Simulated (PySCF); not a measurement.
# [WO3(OH)]−: forces at shaken geometries

Aim: move all atoms of relaxed [WO3(OH)]− at random and read energies and forces. The structure is generated, not taken from experiment.

The runs use PySCF 2.14.0; r2SCAN, W def2-SVP with ECP60, O def2-SVP, H def2-SVP; scalar-relativistic core potentials, no spin–orbit coupling.

4 further runs of the same task are left out: 2 for a known fault of the program, 1 that didn't finish, 1 set aside as unsound or not needed.

## Step 1: Where the work starts

6 atoms, charge -1, spin multiplicity 1.

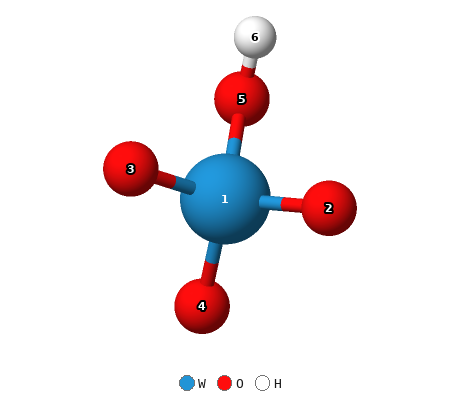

The structure; tungsten blue, oxygen red, hydrogen white; atoms are numbered from 1 in the order of the file.

As a file:

```xyz
6
HO4W
W     0.0084   -0.0084   -0.0601
O     0.9412    1.0788    0.9606
O    -1.0788   -0.9412    0.9606
O     1.0774   -1.0774   -0.9564
O    -1.0448    1.0448   -1.3286
H    -1.6624    1.6624   -0.9170
```

Formal oxidation states: W +6. An earlier session relaxed this geometry at r2SCAN, W def2-SVP with ECP60, O def2-SVP, H def2-SVP (singlet, point group Cs).

Its energy there is -368.526146 Eh.

## Step 2: Atoms moved at random, σ = 0.15 Å

File run.py (the lines that set the calculation):

```python
mol = gto.M(atom='''
W      0.07305    -0.17312    -0.08126
O      1.00228     1.39987     0.95500
O     -1.15114    -1.02114     0.71291
O      0.90532    -1.01403    -0.88545
O     -0.89614     1.02334    -1.35996
H     -1.69243     1.54413    -0.68201''',
    basis={'W': 'def2-SVP', 'O': 'def2-SVP', 'H': 'def2-SVP'},
    ecp={'W': 'def2-SVP'},
    charge=-1, spin=0)
mf = dft.RKS(mol, xc='R2SCAN')
mf.grids.atom_grid = (50, 194)
mf = mf.density_fit()  # fitting sets: W def2-universal-JKFIT, O def2-universal-JKFIT, H def2-universal-JKFIT
mf.conv_tol = 1e-08; mf.max_cycle = 55
mf.kernel(dm0)  # dm0: the density of the relaxed state
```

The run is started by

```console
$ OMP_NUM_THREADS=2 python run.py
```

The program printed:

```text
init E= -368.261362723765
  HOMO = -0.144108002630542  LUMO = 0.0098096604508342  gap/eV = 4.18831
cycle= 1 E= -368.00030849046  delta_E= 0.261  |g|= 1.09  |ddm|= 1.73
  HOMO = 0.138751218049684  LUMO = 0.151561706472209  gap/eV = 0.34859
cycle= 2 E= -360.314943836  delta_E= 7.69  |g|= 3.96  |ddm|= 6.01
  HOMO = -0.0189350645458499  LUMO = 0.140181833601002  gap/eV = 4.32979
cycle= 3 E= -367.873962164834  delta_E= -7.56  |g|= 1.28  |ddm|= 5.88
  HOMO = -0.00703180942493268  LUMO = 0.118006283226826  gap/eV = 3.40246
cycle= 4 E= -368.260087499917  delta_E= -0.386  |g|= 0.175  |ddm|=    1
  HOMO = -0.00906504278406614  LUMO = 0.0994357752296189  gap/eV = 2.95246
cycle= 5 E= -368.265154153778  delta_E= -0.00507  |g|= 0.157  |ddm|= 0.293
  HOMO = 0.00673704173866888  LUMO = 0.109028280297959  gap/eV = 2.78349
cycle= 6 E= -368.268847072704  delta_E= -0.00369  |g|= 0.0865  |ddm|= 0.185
  HOMO = 0.00697828488710567  LUMO = 0.111283876007803  gap/eV = 2.83830
cycle= 7 E= -368.270352980842  delta_E= -0.00151  |g|= 0.0214  |ddm|= 0.0769
  HOMO = 0.00361300417926294  LUMO = 0.109586623868829  gap/eV = 2.88369
cycle= 8 E= -368.27030967329  delta_E= 4.33e-05  |g|= 0.0236  |ddm|= 0.0282
  HOMO = 0.00391412207179333  LUMO = 0.109721897870251  gap/eV = 2.87918
cycle= 9 E= -368.270355945199  delta_E= -4.63e-05  |g|= 0.0191  |ddm|= 0.00882
  HOMO = 0.00425164609806485  LUMO = 0.109680428336524  gap/eV = 2.86886
cycle= 10 E= -368.27040008886  delta_E= -4.41e-05  |g|= 0.0135  |ddm|= 0.00608
  HOMO = 0.00509529965809119  LUMO = 0.109754080928205  gap/eV = 2.84791
cycle= 11 E= -368.270442792921  delta_E= -4.27e-05  |g|= 0.00329  |ddm|= 0.00966
  HOMO = 0.00539911120028828  LUMO = 0.109797754314986  gap/eV = 2.84083
cycle= 12 E= -368.270445243561  delta_E= -2.45e-06  |g|= 0.000483  |ddm|= 0.00317
  HOMO = 0.00539058728981344  LUMO = 0.109809970465115  gap/eV = 2.84140
cycle= 13 E= -368.270445300896  delta_E= -5.73e-08  |g|= 7.75e-05  |ddm|= 0.000396
  HOMO = 0.00538348048785853  LUMO = 0.109808783704722  gap/eV = 2.84156
cycle= 14 E= -368.270445302269  delta_E= -1.37e-09  |g|= 1.66e-05  |ddm|= 6.79e-05
  HOMO = 0.00537999643833277  LUMO = 0.109808013694497  gap/eV = 2.84163
Extra cycle  E= -368.270445301693  delta_E= 5.77e-10  |g|= 5.33e-05  |ddm|= 5.43e-05
converged SCF energy = -368.270445301693
```

Wall time 5.9 s (2 threads of Arm Neoverse V1, shared host).

Result: E = -368.270445 Eh (+6.958 eV from the relaxed state), HOMO 0.15 eV, LUMO 2.99 eV, Mulliken charge on W1 +0.68 e, largest force component 30.717 eV/Å. The highest filled level lies above zero; it isn't the detachment energy.

```tsv
atom	Fx	Fy	Fz (eV/Å)
W1	-16.205	30.717	19.592
O2	-1.933	-4.867	-2.355
O3	-3.047	-3.365	2.398
O4	20.804	-21.559	-19.641
O5	-3.338	1.427	2.969
H6	3.720	-2.353	-2.962
```

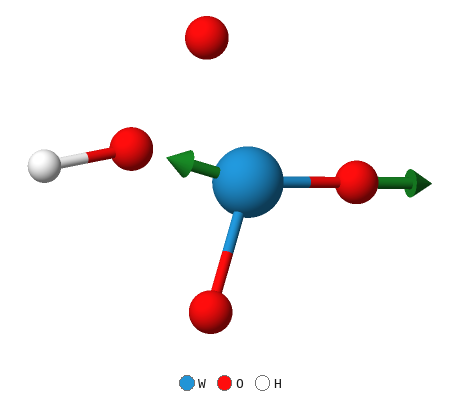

Forces as arrows, the longest for the largest force.

## Step 3: Atoms moved at random, σ = 0.1 Å

File run.py (the lines that set the calculation):

```python
mol = gto.M(atom='''
W     -0.04109     0.21437    -0.11775
O      0.96826     1.02890     1.00810
O     -1.02928    -0.95400     1.13218
O      1.10722    -1.10199    -1.04458
O     -1.05250     1.00192    -1.19937
H     -1.71167     1.56985    -1.11936''',
    basis={'W': 'def2-SVP', 'O': 'def2-SVP', 'H': 'def2-SVP'},
    ecp={'W': 'def2-SVP'},
    charge=-1, spin=0)
mf = dft.RKS(mol, xc='R2SCAN')
mf.grids.atom_grid = (50, 194)
mf = mf.density_fit()  # fitting sets: W def2-universal-JKFIT, O def2-universal-JKFIT, H def2-universal-JKFIT
mf.conv_tol = 1e-08; mf.max_cycle = 55
mf.kernel(dm0)  # dm0: the density of the relaxed state
```

The run is started by

```console
$ OMP_NUM_THREADS=2 python run.py
```

The program printed:

```text
init E= -368.341541833885
  HOMO = -0.136931910650355  LUMO = 0.0156675190250065  gap/eV = 4.15244
cycle= 1 E= -368.324253341681  delta_E= 0.0173  |g|= 0.519  |ddm|= 1.28
  HOMO = 0.100855066752171  LUMO = 0.120751168667177  gap/eV = 0.54140
cycle= 2 E= -367.00075961969  delta_E= 1.32  |g|= 2.56  |ddm|= 2.31
  HOMO = 0.0114163152601858  LUMO = 0.136312008080232  gap/eV = 3.39858
cycle= 3 E= -368.329204525783  delta_E= -1.33  |g|= 0.518  |ddm|= 1.98
  HOMO = -0.00254714445686117  LUMO = 0.126981990418344  gap/eV = 3.52467
cycle= 4 E= -368.369762367316  delta_E= -0.0406  |g|= 0.324  |ddm|= 0.596
  HOMO = -0.0115196164280878  LUMO = 0.123439355551501  gap/eV = 3.67242
cycle= 5 E= -368.385157919689  delta_E= -0.0154  |g|= 0.165  |ddm|= 0.269
  HOMO = -0.0132774032200668  LUMO = 0.12530244540009  gap/eV = 3.77095
cycle= 6 E= -368.389366181713  delta_E= -0.00421  |g|= 0.0882  |ddm|= 0.147
  HOMO = -0.0131824530928429  LUMO = 0.125982675729847  gap/eV = 3.78688
cycle= 7 E= -368.390979959286  delta_E= -0.00161  |g|= 0.0272  |ddm|= 0.0725
  HOMO = -0.0130509641939513  LUMO = 0.127124718262536  gap/eV = 3.81437
cycle= 8 E= -368.391134965672  delta_E= -0.000155  |g|= 0.00647  |ddm|= 0.0201
  HOMO = -0.0136627302483614  LUMO = 0.126768190183844  gap/eV = 3.82132
cycle= 9 E= -368.391144308981  delta_E= -9.34e-06  |g|= 0.000853  |ddm|= 0.00607
  HOMO = -0.0136272956251967  LUMO = 0.126778035483733  gap/eV = 3.82062
cycle= 10 E= -368.391144479275  delta_E= -1.7e-07  |g|= 0.000112  |ddm|= 0.000697
  HOMO = -0.0136247197347194  LUMO = 0.126774499136383  gap/eV = 3.82046
cycle= 11 E= -368.391144482355  delta_E= -3.08e-09  |g|= 1.28e-05  |ddm|= 9.91e-05
  HOMO = -0.0136250566390775  LUMO = 0.126773308406662  gap/eV = 3.82043
Extra cycle  E= -368.391144482222  delta_E= 1.33e-10  |g|= 2.61e-05  |ddm|= 2.75e-05
converged SCF energy = -368.391144482222
```

Run time: 4.9 s. Hardware: 2 threads of Arm Neoverse V1, shared host.

It gives: E = -368.391144 Eh (+3.674 eV from the relaxed state), HOMO -0.37 eV, LUMO 3.45 eV, Mulliken charge on W1 +0.77 e, largest force component 17.075 eV/Å. 

```tsv
atom	Fx	Fy	Fz (eV/Å)
W1	8.229	-17.075	9.255
O2	0.785	2.233	0.395
O3	2.013	3.780	-3.974
O4	-3.354	4.330	2.053
O5	-2.694	2.413	-7.914
H6	-4.979	4.319	0.185
```

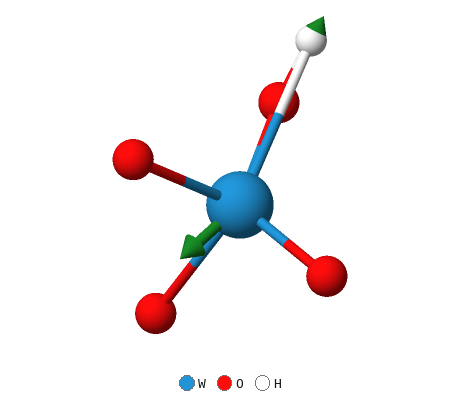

Forces as arrows, the longest for the largest force.

## Step 4: Atoms moved at random, σ = 0.1 Å

File run.py (the lines that set the calculation):

```python
mol = gto.M(atom='''
W     -0.07441     0.07738    -0.08417
O      0.96446     1.09911     0.95168
O     -1.01289    -1.02269     0.87931
O      1.07525    -1.04153    -0.89686
O     -1.10009     0.87506    -1.18920
H     -1.61137     1.77173    -1.00153''',
    basis={'W': 'def2-SVP', 'O': 'def2-SVP', 'H': 'def2-SVP'},
    ecp={'W': 'def2-SVP'},
    charge=-1, spin=0)
mf = dft.RKS(mol, xc='R2SCAN')
mf.grids.atom_grid = (50, 194)
mf = mf.density_fit()  # fitting sets: W def2-universal-JKFIT, O def2-universal-JKFIT, H def2-universal-JKFIT
mf.conv_tol = 1e-08; mf.max_cycle = 55
mf.kernel(dm0)  # dm0: the density of the relaxed state
```

The run is started by

```console
$ OMP_NUM_THREADS=2 python run.py
```

The program printed:

```text
init E= -368.462286057881
  HOMO = -0.0735317377178134  LUMO = 0.0891456857397159  gap/eV = 4.42668
cycle= 1 E= -368.463914320139  delta_E= -0.00163  |g|= 0.161  |ddm|= 0.886
  HOMO = -0.00536708581712659  LUMO = 0.128636807295212  gap/eV = 3.64643
cycle= 2 E= -368.451560140367  delta_E= 0.0124  |g|= 0.29  |ddm|=  0.4
  HOMO = -0.0199296958867314  LUMO = 0.124264715542111  gap/eV = 3.92373
cycle= 3 E= -368.462954911309  delta_E= -0.0114  |g|= 0.177  |ddm|= 0.342
  HOMO = -0.0295049106644139  LUMO = 0.121765703076218  gap/eV = 4.11628
cycle= 4 E= -368.469561435545  delta_E= -0.00661  |g|= 0.0184  |ddm|= 0.145
  HOMO = -0.0274746202852078  LUMO = 0.121730719621848  gap/eV = 4.06008
cycle= 5 E= -368.469583448022  delta_E= -2.2e-05  |g|= 0.015  |ddm|= 0.0215
  HOMO = -0.0280172310832246  LUMO = 0.121895110649607  gap/eV = 4.07932
cycle= 6 E= -368.469629370889  delta_E= -4.59e-05  |g|= 0.00276  |ddm|= 0.0124
  HOMO = -0.0280329797886962  LUMO = 0.121807148670001  gap/eV = 4.07736
cycle= 7 E= -368.46963049284  delta_E= -1.12e-06  |g|= 0.00147  |ddm|= 0.0026
  HOMO = -0.0280940162087365  LUMO = 0.121806220480689  gap/eV = 4.07899
cycle= 8 E= -368.469630826408  delta_E= -3.34e-07  |g|= 0.000704  |ddm|= 0.00145
  HOMO = -0.0281010281035429  LUMO = 0.121813849990012  gap/eV = 4.07939
cycle= 9 E= -368.469630912646  delta_E= -8.62e-08  |g|= 0.000287  |ddm|= 0.00064
  HOMO = -0.028091594506856  LUMO = 0.121803507540388  gap/eV = 4.07885
cycle= 10 E= -368.469630929215  delta_E= -1.66e-08  |g|= 2.01e-05  |ddm|= 0.000209
  HOMO = -0.0280921681852548  LUMO = 0.121801689197909  gap/eV = 4.07882
cycle= 11 E= -368.469630929292  delta_E= -7.76e-11  |g|= 4.49e-06  |ddm|= 2.08e-05
  HOMO = -0.0280931205516825  LUMO = 0.121801892006385  gap/eV = 4.07885
Extra cycle  E= -368.469630929237  delta_E= 5.58e-11  |g|= 1.64e-05  |ddm|= 1.63e-05
converged SCF energy = -368.469630929237
```

Run time: 4.9 s. Hardware: 2 threads of Arm Neoverse V1, shared host.

Result: E = -368.469631 Eh (+1.538 eV from the relaxed state), HOMO -0.76 eV, LUMO 3.31 eV, Mulliken charge on W1 +0.82 e, largest force component 9.828 eV/Å. 

```tsv
atom	Fx	Fy	Fz (eV/Å)
W1	9.828	-6.867	6.560
O2	-1.023	0.306	-0.338
O3	-1.216	-0.170	0.941
O4	-1.110	1.250	-0.188
O5	-7.985	8.278	-6.194
H6	1.507	-2.797	-0.781
```

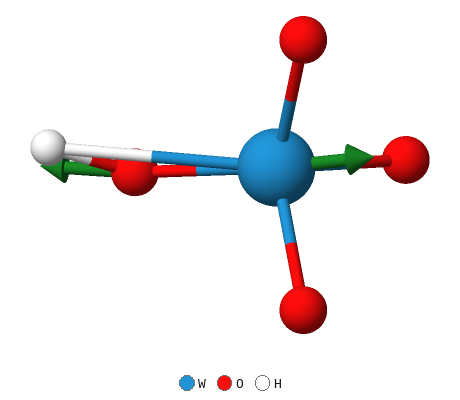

Forces as arrows, the longest for the largest force.

## Step 5: The displacements side by side

| σ (Å) | energy rise (eV) | harmonic estimate −½ F·u (eV) | largest force component (eV/Å) |
| --- | --- | --- | --- |
| 0.15 | 6.958 | 7.892 | 30.72 |
| 0.1 | 3.674 | 3.565 | 17.07 |
| 0.1 | 1.538 | 1.836 | 9.83 |

Every displacement raises the energy. For a harmonic well the rise equals −½ F·u; the two differ by at most 19 % here (a move with σ = 0.1 Å), from anharmonicity, the grid and the small forces left at the relaxed point. These are double-zeta-type bases without diffuse functions. Spin–orbit coupling is left out.
